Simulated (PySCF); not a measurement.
**C$_{2}$H$_{5}$FPSi, charge +1, SMILES `FC1=C([SiH3])[PH2+]1`: what the electrons do**

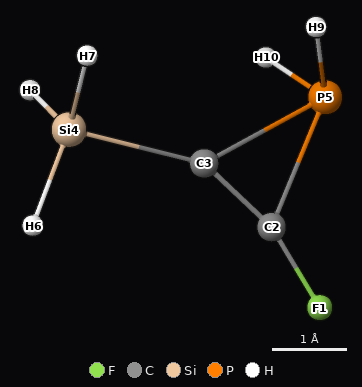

The molecule, with its atoms numbered as below. No frequency check shows the geometry to be a minimum.

Cartesian coordinates (Å):

```
F1       1.6839   -1.6741   -0.0001
C2       0.8224   -0.7421    0.0001
C3      -0.2658   -0.1020    0.0003
Si4     -2.2244   -0.0996   -0.0001
P5       1.2568    1.2068   -0.0003
H6      -2.4983   -1.5284   -0.0014
H7      -2.5040    0.6356    1.2275
H8      -2.5037    0.6383   -1.2269
H9       0.6500    1.8379    1.0814
H10      0.6503    1.8403   -1.0772
```

## 1. Bonding charge

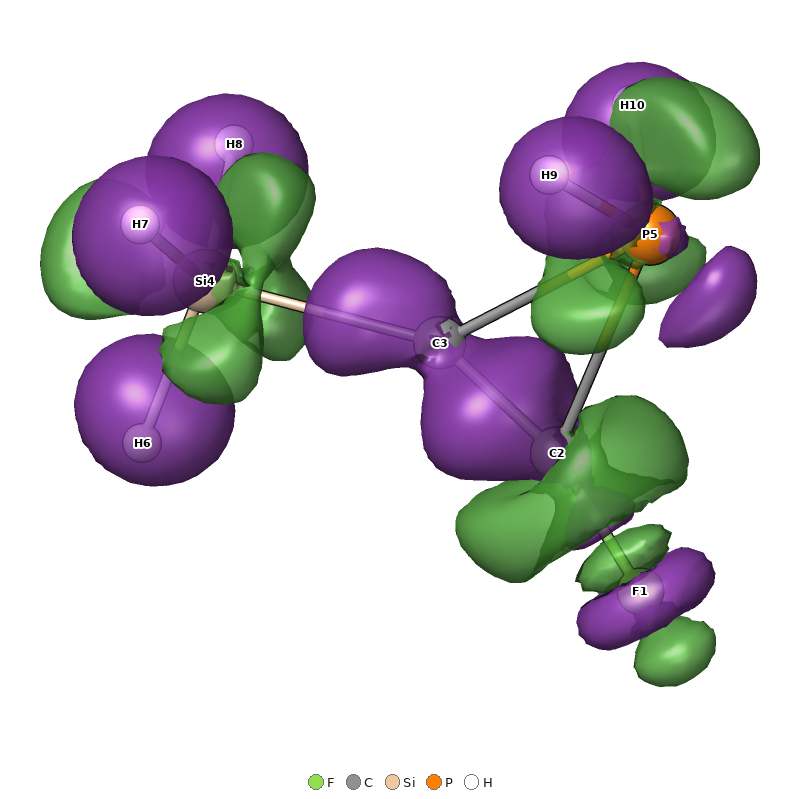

Deformation density (molecule less spherical, spin-averaged free atoms at the same positions), surfaces at ±0.08 e/Å³; purple: gain, green: loss.

Level of theory: BLYP/def2-SVP (PySCF), at a geometry from GFN2-xTB.

**Describe the bonding that the map shows.**

C2–C3: +0.68 e/Å³ at the bond critical point (bond length 1.26 Å, Mayer order 1.8). P5–H10 and P5–H9: +0.22 e/Å³ at the bond critical point (bond length 1.39 Å, Mayer order 0.9). Si4–H6: +0.20 e/Å³ at the bond critical point (bond length 1.46 Å, Mayer order 0.9). Si4–H7 and Si4–H8: +0.19 e/Å³ at the bond critical point (bond length 1.46 Å, Mayer order 0.9). F1–C2: +0.16 e/Å³ at the bond critical point (bond length 1.27 Å, Mayer order 1.3). C2–P5: +0.04 e/Å³ at the bond critical point (bond length 2.00 Å, Mayer order 0.7). C3–Si4: +0.01 e/Å³ at the bond critical point (bond length 1.96 Å, Mayer order 0.8); up to 0.6 Å beside the axis the gain reaches +0.32 e/Å³. In all, 1.9 electrons gather in the regions of gain relative to the promolecule of neutral atoms (the regions of loss give up this much and the cation's charge besides). A small or negative value marks a very polar bond, one between electron-rich atoms, whose free-atom densities already overlap strongly, a long bond to a heavier atom, or a closed-shell contact such as a hydrogen bond.

**Where do the Hirshfeld charges lie?**

The highest Hirshfeld charge is on Si4 (+0.45 e), the lowest on C3 (−0.06 e).

```tsv
atom	charge (e)
F1	+0.09
C2	+0.16
C3	−0.06
Si4	+0.45
P5	+0.36
H6	−0.03
H7	−0.04
H8	−0.04
H9	+0.05
H10	+0.05
```

## 2. Electrostatic potential

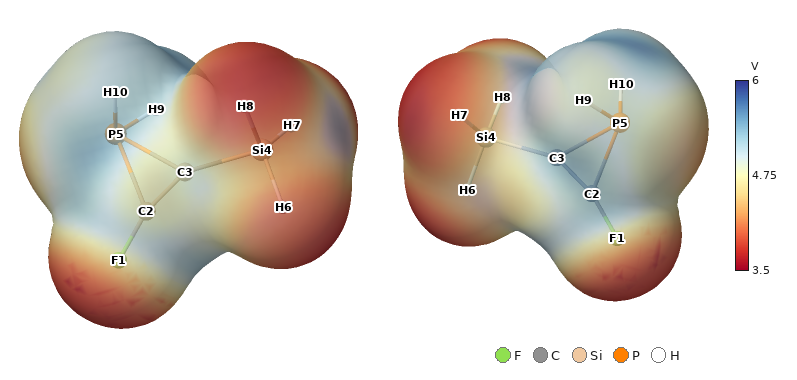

Electrostatic potential on the surface of electron density 0.001 a.u. (back view left, front view right).

**Where are the extremes of the potential on the surface?**

Highest: 5.64 V, near H10 (1.92 Å), H9 (1.95 Å) and P5 (2.01 Å). Lowest: 3.67 V, 1.4 Å from H6. The surface is sampled at points, so like sites can differ by a few per cent and only the strongest of them is named.

## 3. Removing or adding an electron

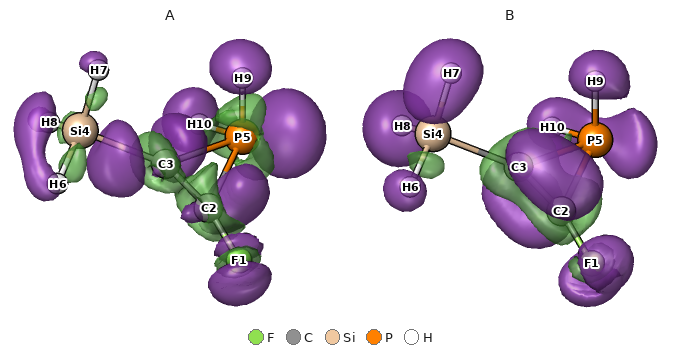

The two Fukui functions at ±0.02 e/Å³ (purple positive, green negative).

Method: r2SCAN/aug-cc-pVDZ; geometry: GFN2-xTB; program: PySCF.

**Which panel is f⁻ (electron removed) and which f⁺ (electron added)?**

A is f⁺, B is f⁻. f⁻ (Hirshfeld-condensed) is largest on P5 (0.16), Si4 (0.14) and C2 (0.14); the vertical ionisation energy is 15.68 eV (the stability of the dication's solution wasn't checked). f⁺ (Hirshfeld-condensed) is largest on P5 (0.25) and Si4 (0.14); the vertical electron affinity is 5.40 eV (the stability of the neutral species's solution wasn't checked).

**What chemical potential and hardness follow from the two energies?**

μ = −(I + A)/2 = −10.54 eV and η = I − A = 10.28 eV.

The PySCF runs shown took 29 s and 8.1 min on 1 thread of AMD EPYC (Zen 3) (shared host).
